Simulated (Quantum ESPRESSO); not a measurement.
**The valence band of WC as photoemission sees it**

Wanted: projected DOS of WC, weighted into photoemission and X-ray emission spectra, at several levels of theory.

Calculated with Quantum ESPRESSO 7.5; DFT, PBE, plane waves, ultrasoft GBRV pseudopotentials, scalar-relativistic, in the first sound run; inputs show where later runs differ.

### Step 1. The structure

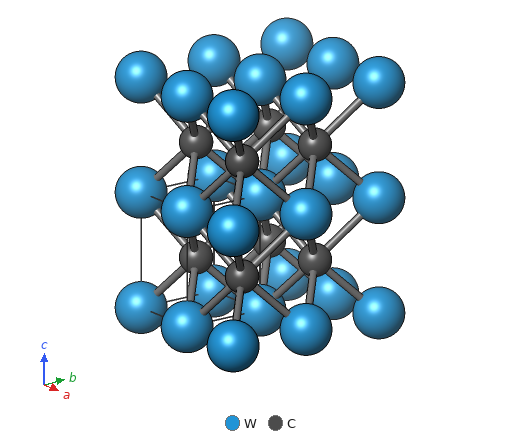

The cell as given, slightly off an axis (tungsten blue, carbon dark grey). 2×2×2 cells are drawn. Bonds to atoms that aren't drawn are left out. Some periodic images of atoms are drawn too.

As a file:

```cif
data_structure
_symmetry_space_group_name_H-M 'P-6m2'
_symmetry_Int_Tables_number 187
_cell_length_a 2.9065
_cell_length_b 2.9065
_cell_length_c 2.8366
_cell_angle_alpha 90.000
_cell_angle_beta 90.000
_cell_angle_gamma 120.000
_cell_volume 20.75
loop_
_atom_site_label
_atom_site_type_symbol
_atom_site_symmetry_multiplicity
_atom_site_Wyckoff_symbol
_atom_site_fract_x
_atom_site_fract_y
_atom_site_fract_z
_atom_site_occupancy
W1 W 1 a 0.00000 0.00000 0.00000 1
C1 C 1 f 0.66667 0.33333 0.50000 1
```

### Step 2. The base run: self-consistent run

First the self-consistent run; potential, DOS and bands follow from it in later steps.

Input file scf.in:

```
&control
  calculation = 'scf'
  prefix = 'pes'
  outdir = './tmp'
  pseudo_dir = './pp'
  tprnfor = .true.
  tstress = .true.
/
&system
  ibrav = 0
  nat = 2
  ntyp = 2
  ecutwfc = 40.0
  ecutrho = 200.0
  occupations = 'smearing'
  nbnd = 17
  smearing = 'fd'
  degauss = 0.00367
/
&electrons
  conv_thr = 1.2e-08
  mixing_beta = 0.5
  electron_maxstep = 120
/
ATOMIC_SPECIES
W 183.8400 w_pbe_v1.2.uspp.F.UPF
C 12.0110 c_pbe_v1.2.uspp.F.UPF
CELL_PARAMETERS angstrom
 2.906500000 0.000000000 0.000000000
 -1.453250000 2.517102836 0.000000000
 0.000000000 0.000000000 2.836600000
ATOMIC_POSITIONS crystal
W 0.000000000 0.000000000 0.000000000
C 0.666666667 0.333333333 0.500000000
K_POINTS automatic
18 18 14 0 0 0
```

Launch:

```sh
$ OMP_NUM_THREADS=1 mpirun -n 4 pw.x -nk 4 -in scf.in > scf.out
```

Log:

```text
Program PWSCF v.7.5 starts

     This program is part of the open-source Quantum ESPRESSO suite
     for quantum simulation of materials; please cite
         "P. Giannozzi et al., J. Phys.:Condens. Matter 21 395502 (2009);
         "P. Giannozzi et al., J. Phys.:Condens. Matter 29 465901 (2017);
         "P. Giannozzi et al., J. Chem. Phys. 152 154105 (2020);
          URL
     in publications or presentations arising from this work. More details at

     Parallel version (MPI & OpenMP), running on       4 processor cores
     Number of MPI processes:                 4
     Threads/MPI process:                     1

     MPI processes distributed on     1 nodes
     154337 MiB available memory on the printing compute node when the environment starts

     Current dimensions of program PWSCF are:
     Max number of different atomic species (ntypx) = 10
     Max number of k-points (npk) =  40000
     Max angular momentum in pseudopotentials (lmaxx) =  4
     Message from routine setup:
     using ibrav=0 with symmetry is DISCOURAGED, use correct ibrav instead

     K-points division:     npool     =       4
     Subspace diagonalization in iterative solution of the eigenvalue problem:
     a serial algorithm will be used

     G-vector sticks info
     --------------------
     sticks:   dense  smooth     PW     G-vecs:    dense   smooth      PW
     Sum         421     337    109                 6721     4761     901

     Using Slab Decomposition

     bravais-lattice index     =            0
     lattice parameter (alat)  =       5.4925  a.u.
     unit-cell volume          =     140.0445 (a.u.)^3
     number of atoms/cell      =            2
     number of atomic types    =            2
     number of electrons       =        18.00
     number of Kohn-Sham states=           17
     kinetic-energy cutoff     =      40.0000  Ry
     charge density cutoff     =     200.0000  Ry
     scf convergence threshold =      1.2E-08
     mixing beta               =       0.5000
     number of iterations used =            8  plain     mixing
     Exchange-correlation= SLA  PW   PBE  PBE
                           (   1   4   3   4   0   0   0)

     celldm(1)=   5.492489  celldm(2)=   0.000000  celldm(3)=   0.000000
     celldm(4)=   0.000000  celldm(5)=   0.000000  celldm(6)=   0.000000

     crystal axes: (cart. coord. in units of alat)
               a(1) = (   1.000000   0.000000   0.000000 )
               a(2) = (  -0.500000   0.866025   0.000000 )
               a(3) = (   0.000000   0.000000   0.975950 )

     reciprocal axes: (cart. coord. in units 2 pi/alat)
               b(1) = (  1.000000  0.577350 -0.000000 )
               b(2) = (  0.000000  1.154701  0.000000 )
               b(3) = (  0.000000 -0.000000  1.024642 )

     PseudoPot. # 1 for W  read from file:
     ./pp/w_pbe_v1.2.uspp.F.UPF
     Pseudo is Ultrasoft + core correction, Zval = 14.0
     Generated by new atomic code, or converted to UPF format
     Using radial grid of  923 points,  8 beta functions with:
                l(1) =   0
                l(2) =   0
                l(3) =   0
                l(4) =   1
                l(5) =   1
                l(6) =   2
                l(7) =   2
                l(8) =   3
     Q(r) pseudized with  6 coefficients,  rinner =    1.350   1.350   1.350
                                                       1.350   1.350   1.350
                                                       1.350

     PseudoPot. # 2 for C  read from file:
     ./pp/c_pbe_v1.2.uspp.F.UPF
     Pseudo is Ultrasoft + core correction, Zval =  4.0
     Generated by new atomic code, or converted to UPF format
     Using radial grid of  721 points,  4 beta functions with:
                l(1) =   0
                l(2) =   0
                l(3) =   1
                l(4) =   1
     Q(r) pseudized with  8 coefficients,  rinner =    1.100   1.100   1.100

     atomic species   valence    mass     pseudopotential
     W                14.00   183.84000     W ( 1.00)
     C                 4.00    12.01100     C ( 1.00)

     12 Sym. Ops. (no inversion) found

   Cartesian axes

     site n.     atom                  positions (alat units)
         1        W      tau(   1) = (   0.0000000   0.0000000   0.0000000  )
         2        C      tau(   2) = (   0.5000000   0.2886751   0.4879752  )

     number of k points=   296  Fermi-Dirac smearing, width (Ry)=  0.0037

     Number of k-points >= 100: set verbosity='high' to print them.

     Dense  grid:     6721 G-vectors     FFT dimensions: (  25,  25,  25)

     Smooth grid:     4761 G-vectors     FFT dimensions: (  24,  24,  24)

     Estimated max dynamical RAM per process >      31.88 MB

     Estimated total dynamical RAM >     122.58 MB

     Initial potential from superposition of free atoms

     starting charge      17.8996, renormalised to      18.0000

     negative rho (up, down):  6.451E-02 0.000E+00
     Starting wfcs are   17 randomized atomic wfcs

     total cpu time spent up to now is        1.4 secs

     per-process dynamical memory:    29.1 Mb

     Self-consistent Calculation

     iteration #  1     ecut=    40.00 Ry     beta= 0.50
     Davidson diagonalization with overlap
     ethr =  1.00E-02,  avg # of iterations =  4.5

     negative rho (up, down):  6.522E-02 0.000E+00

     total cpu time spent up to now is        2.9 secs

     total energy              =    -170.46403993 Ry
     estimated scf accuracy    <       0.48563846 Ry

     iteration #  2     ecut=    40.00 Ry     beta= 0.50
     Davidson diagonalization with overlap
     ethr =  2.70E-03,  avg # of iterations =  2.0

     negative rho (up, down):  6.667E-02 0.000E+00

     total cpu time spent up to now is        4.1 secs

     total energy              =    -170.60099965 Ry
     estimated scf accuracy    <       0.24325431 Ry

     iteration #  3     ecut=    40.00 Ry     beta= 0.50
     Davidson diagonalization with overlap
     ethr =  1.35E-03,  avg # of iterations =  1.1

     negative rho (up, down):  6.810E-02 0.000E+00

     total cpu time spent up to now is        5.2 secs

     total energy              =    -170.64672495 Ry
     estimated scf accuracy    <       0.00227293 Ry

     iteration #  4     ecut=    40.00 Ry     beta= 0.50
     Davidson diagonalization with overlap
     ethr =  1.26E-05,  avg # of iterations =  2.9

     negative rho (up, down):  6.819E-02 0.000E+00

     total cpu time spent up to now is        6.5 secs

     total energy              =    -170.64707748 Ry
     estimated scf accuracy    <       0.00022795 Ry

     iteration #  5     ecut=    40.00 Ry     beta= 0.50
     Davidson diagonalization with overlap
     ethr =  1.27E-06,  avg # of iterations =  1.8

     negative rho (up, down):  6.819E-02 0.000E+00

     total cpu time spent up to now is        7.5 secs

     total energy              =    -170.64710318 Ry
     estimated scf accuracy    <       0.00001214 Ry

     iteration #  6     ecut=    40.00 Ry     beta= 0.50
     Davidson diagonalization with overlap
     ethr =  6.74E-08,  avg # of iterations =  2.2

     negative rho (up, down):  6.817E-02 0.000E+00

     total cpu time spent up to now is        8.4 secs

     total energy              =    -170.64710581 Ry
     estimated scf accuracy    <       0.00000017 Ry

     iteration #  7     ecut=    40.00 Ry     beta= 0.50
     Davidson diagonalization with overlap
     ethr =  9.57E-10,  avg # of iterations =  3.7

     negative rho (up, down):  6.816E-02 0.000E+00

     total cpu time spent up to now is        9.5 secs

     total energy              =    -170.64710592 Ry
     estimated scf accuracy    <       0.00000003 Ry

     iteration #  8     ecut=    40.00 Ry     beta= 0.50
     Davidson diagonalization with overlap
     ethr =  1.63E-10,  avg # of iterations =  1.9

     negative rho (up, down):  6.816E-02 0.000E+00

     total cpu time spent up to now is       10.3 secs

     End of self-consistent calculation

     Number of k-points >= 100: set verbosity='high' to print the bands.

     the Fermi energy is    20.6408 ev

!    total energy              =    -170.64710592 Ry
     estimated scf accuracy    <          4.0E-10 Ry
     smearing contrib. (-TS)   =      -0.00016721 Ry
     internal energy E=F+TS    =    -170.64693871 Ry

     The total energy is F=E-TS. E is the sum of the following terms:
     one-electron contribution =     -10.76847894 Ry
     hartree contribution      =      17.08915188 Ry
     xc contribution           =     -44.94496295 Ry
     ewald contribution        =    -132.02264869 Ry

     convergence has been achieved in   8 iterations

     negative rho (up, down):  6.816E-02 0.000E+00

     Forces acting on atoms (cartesian axes, Ry/au):

     atom    1 type  1   force =     0.00000000    0.00000000    0.00000000
     atom    2 type  2   force =     0.00000000    0.00000000    0.00000000

     Total force =     0.000000     Total SCF correction =     0.000000

     Computing stress (Cartesian axis) and pressure

     negative rho (up, down):  6.816E-02 0.000E+00
          total   stress  (Ry/bohr**3)                   (kbar)     P=       35.60
   0.00024179  -0.00000000   0.00000000           35.57       -0.00        0.00
  -0.00000000   0.00024179   0.00000000           -0.00       35.57        0.00
   0.00000000   0.00000000   0.00024241            0.00        0.00       35.66

     XML data file, charge density, pseudopotentials, collected wavefunctions

     Called by init_run:

     Called by electrons:

     Called by c_bands:

     Called by *egterg:

     Called by h_psi:
                                        0.00s GPU  (    2175 calls)

     General routines

     Parallel routines

=------------------------------------------------------------------------------=
   JOB DONE.
=------------------------------------------------------------------------------=
```

It took 12 s on 4 MPI ranks of Intel Xeon at 2.60GHz (Ice Lake), shared host; 45 s of CPU time.

This step gave:

```yaml
free_energy: -2321.7722 eV
fermi_energy: 20.64 eV
pressure: 3.56 GPa
```

The run ends at a pressure of 3.56 GPa.

(Part 1 of 15 ends here.)

[Logs are printed without paths, hosts, clocks, repeated set-up lines and the standing remarks that a program may print on its own settings, such as how far it seeks lower states.]

[Hosts, paths, dates, database ids (printed as entryN), source tags and the programs' standing remarks are cut or masked in the printed files.]

[Maps of the electrostatic potential energy from Ansatz leave out the sawtooth potential of an applied field or a dipole correction, so their vacuum need not be flat; work functions include it.]

[Peak lists hold at most the 14 tallest peaks of each spectrum; further lines can be left out.]
